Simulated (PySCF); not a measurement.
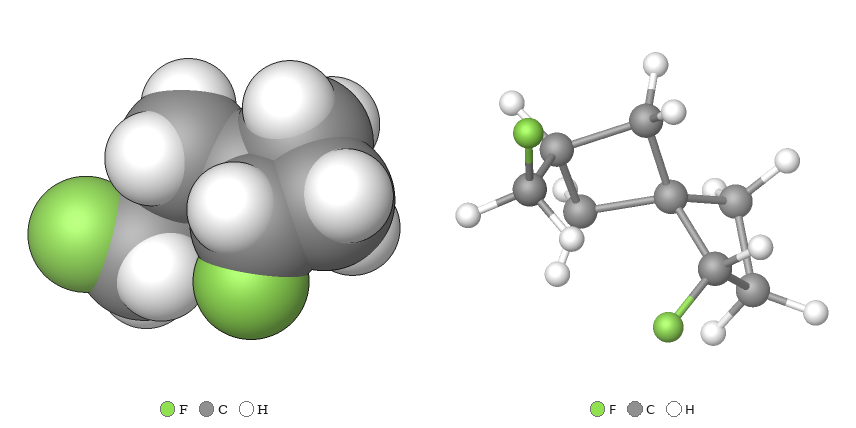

Two views of one molecule.

The geometry was computed by an optimisation with PBE0-D3(BJ)/def2-SVP. No frequency run is at hand to confirm it as a minimum.

Question: Give the formula.

Answer: C8H12F2, 22 atoms: 8 carbon, 12 hydrogen and 2 fluorine.

Question: Name some functional groups or characteristic bonds that it holds.

Answer: Among them: C–F bond.

Question: What is its SMILES?

Answer: FC[C@H]1C[C@]2(CC[C@@H]2F)C1

Question: Does it have rings?

Answer: Independent rings (smallest set): 2 of 4 members.

More results for the same structure follow; atom numbers are the same in all pictures, views and colours differ.

**Geometry**

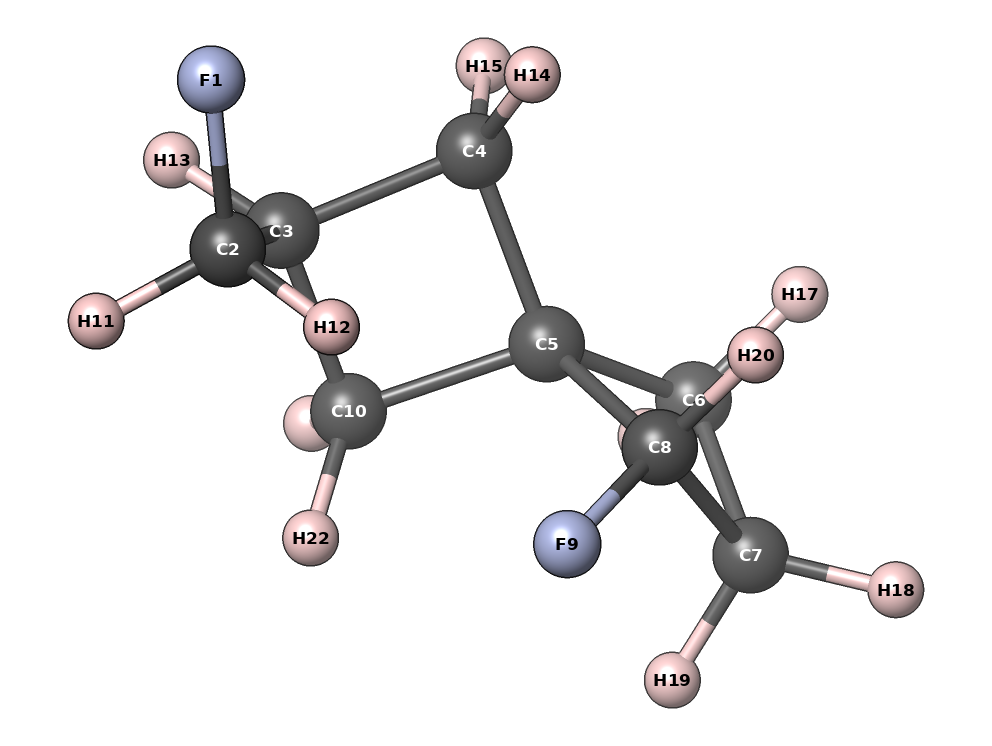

C3 lies behind C2. The molecule seen a little off the C2–C3 bond, C2 in front. Atoms fade into the background with distance from the viewer. No frequency run is at hand to confirm it as a minimum.

Question: What is the torsion angle F1–C2–C3–C4? The sign is positive where the front bond must turn clockwise to cover the back bond.

Answer: 67°, synclinal (gauche). The bonds about C2–C3 are staggered.

**NMR shielding**

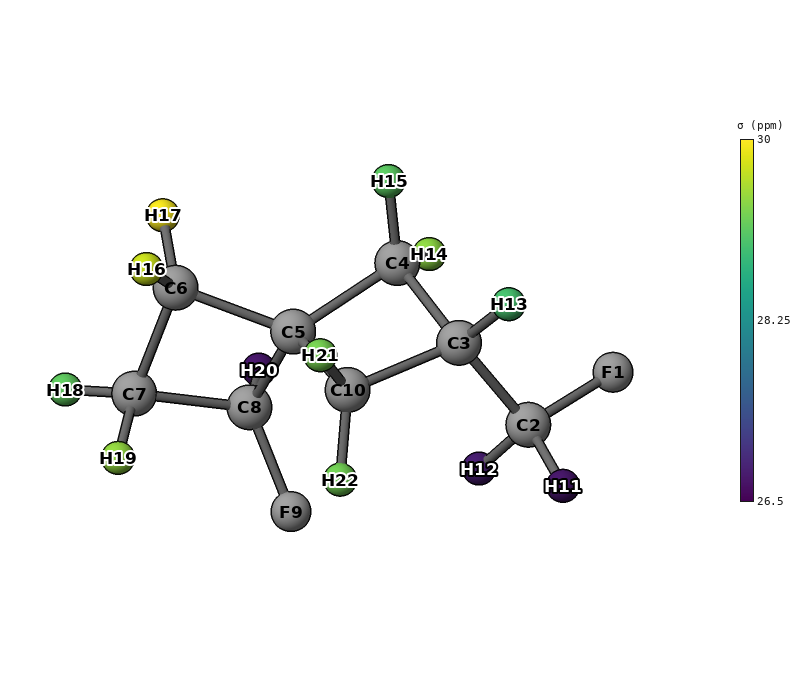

Atoms are coloured by their isotropic NMR shieldings (H only, the others grey). No frequency run is at hand to confirm it as a minimum. Level of theory: GIAO PBE0/pcSseg-1 NMR shielding, non-relativistic, IEF-PCM chloroform (PySCF 2.14.0).

Question: Which H atom is the most shielded (lowest chemical shift)?

Answer: H17 (29.95 ppm).

Question: Which H atom is the least shielded (highest chemical shift)?

Answer: H11, H20 (26.72 ppm).

Question: How wide is the range of H shifts?

Answer: 3.23 ppm.

List the isotropic NMR shieldings of the H atoms.

```
atom  σ (ppm)
 H11    26.72
 H12    26.80
 H13    28.98
 H14    29.40
 H15    29.12
 H16    29.72
 H17    29.95
 H18    29.15
 H19    29.43
 H20    26.72
 H21    29.28
 H22    29.26
```

**Electronic properties**

No frequency run is at hand to confirm it as a minimum. Method: PBE0/pcSseg-1 in chloroform (IEF-PCM) (PySCF 2.14.0).

Question: What is the dipole moment?

Answer: 3.09 D.

Question: Estimate the LUMO energy (Kohn–Sham orbital).

Answer: 1.62 eV.

Question: Estimate the HOMO energy (Kohn–Sham orbital).

Answer: −8.02 eV.

**Ring current**

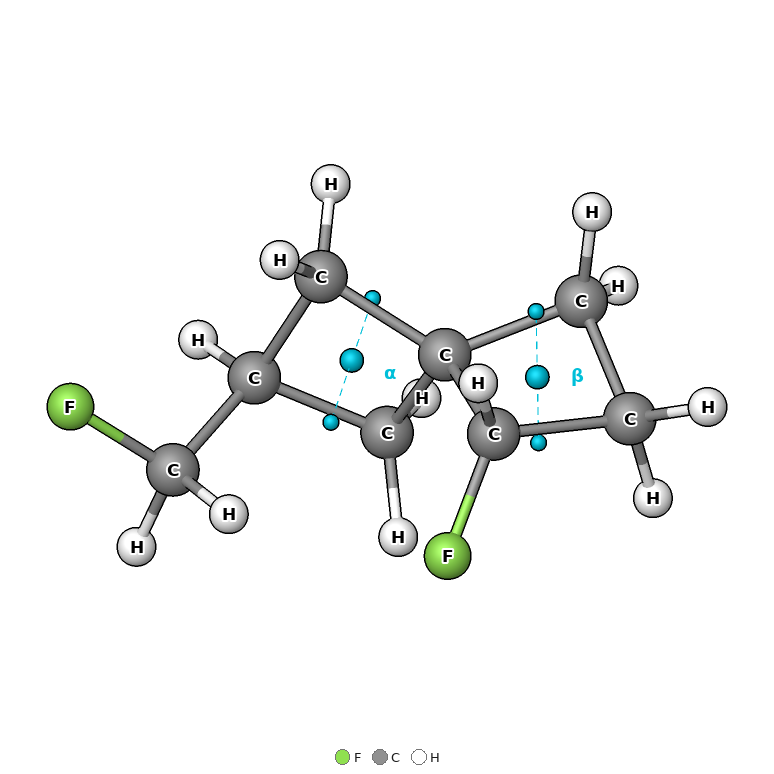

The small points mark where nucleus-independent chemical shifts (NICS) were computed: at the centre of each lettered ring and 1 Å above and below it. No frequency run is at hand to confirm it as a minimum. Method: GIAO PBE0/pcSseg-1 NMR shielding, non-relativistic, IEF-PCM chloroform (PySCF 2.14.0).

Give NICS(0), NICS(1) and the out-of-plane component NICS(1)zz for each ring (means of the two sides).

```
ring  members  NICS(0)  NICS(1)  NICS(1)zz
   α       C4     −1.9     −1.0        2.8
   β       C4     −6.6     −3.6        0.9
```

Values in ppm.
